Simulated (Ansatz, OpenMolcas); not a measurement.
# Loss of H2: CH4N → CH2N + H2

Species: CH4N (methyl amino radical) `C[NH]`, doublet; CH2N `C=[N]`, doublet; H2 (hydrogen), singlet. 

Shapes, held fixed at every level: PBE0-D4/def2-TZVP. Programs: Ansatz 0.2.0, OpenMolcas 26.06. The zero-point and thermal change to 298 K, harmonic and unscaled (PBE0-D4/def2-TZVP), is -28.4 kJ/mol.

```
                             level           kind  ΔH(298 K) (kJ/mol)
                  SPW92/def2-TZVPP            LDA              +101.9
                 PBE-D4/def2-TZVPP            GGA               +69.4
B3LYP/6-31G* (Cartesian functions)  global hybrid               +58.1
               B3LYP-D4/def2-TZVPP  global hybrid               +60.9
               BHLYP-D4/def2-TZVPP  global hybrid               +75.6
             r2SCAN0-D4/def2-TZVPP  global hybrid               +83.4
                 B2PLYP/def2-TZVPP  double hybrid               +61.1
```

B2PLYP/def2-TZVPP gives ΔH(298 K) = +61.1 kJ/mol; the levels span +58.1 to +101.9. The median of the levels is +69.4. No measured value is set beside it here. Spin contamination: CH2N (⟨S²⟩ up to 0.93). Open shells run unrestricted unless RO is named.

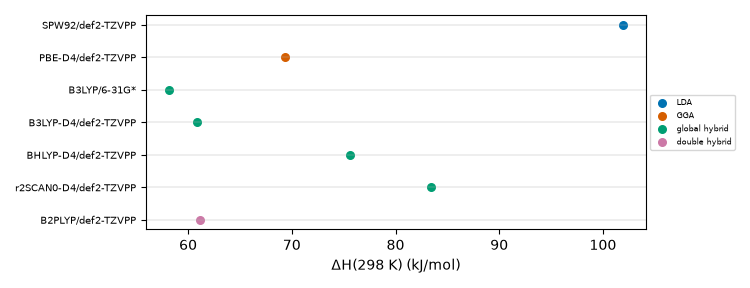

The values of the table, level by level.
